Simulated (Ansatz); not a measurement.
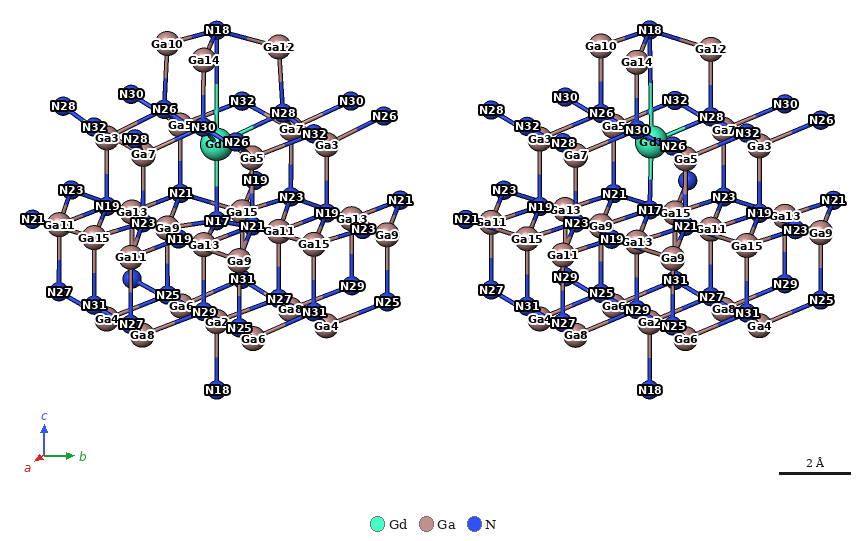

Two geometries of a defect cell of composition GdGa$_{15}$N$_{16}$, drawn at one scale. One is the start of a relaxation, the other its converged end. Style: ball-and-stick. Shown: the atoms within 5.8 Å of the atom that moves most (axes of the larger cell on standard axes (2 times the calculation's cell) (origin shifted)), slightly off an axis.

Computed with Ansatz 0.2.0, DFT, PBE, plane-wave PAW, default files, scalar-relativistic. Set-up: plane-wave cutoff 420 eV; k-point mesh 4 × 4 × 2; occupations fermi dirac; smearing width 0.01 eV; collinear spin; atoms relaxed in a fixed cell; force threshold 0.03 eV/Å; at most 40 steps.

Which geometry has the lower energy?

Answer. The left one is the relaxed one. The atoms of the start lie slightly off their symmetric places, so part of the fall in energy undoes that. The atom that moves furthest is N17 (0.31 Å along −c). By element the largest moves are N 0.31 Å, Gd 0.13 Å, Ga 0.07 Å. The cell doesn't change. Near-neighbour distances that change, for instance: Gd1–N28 1.868 → 2.141 Å, Gd1–N17 1.941 → 2.194 Å, Gd1–N26 1.920 → 2.141 Å, Gd1–Ga12 3.122 → 3.283 Å. Bond angles that change, for instance: Gd1–N17–Ga13 112.8° → 102.2°, N28–Ga7–N30 109.6° → 100.8°, Gd1–N26–Ga3 112.4° → 103.8°. Over 4 geometry steps the energy falls by 2.801 eV per cell of the calculation. The largest force component goes from 8.3 to 0.0059 eV/Å. Cost: 7.6 min on 4 threads of Arm Neoverse V2, with other jobs on the host, peak memory 3.3 GiB.

Limits of the set-up: the periodic images lie only 6.4 Å apart, so the values are limited by the cell's size.
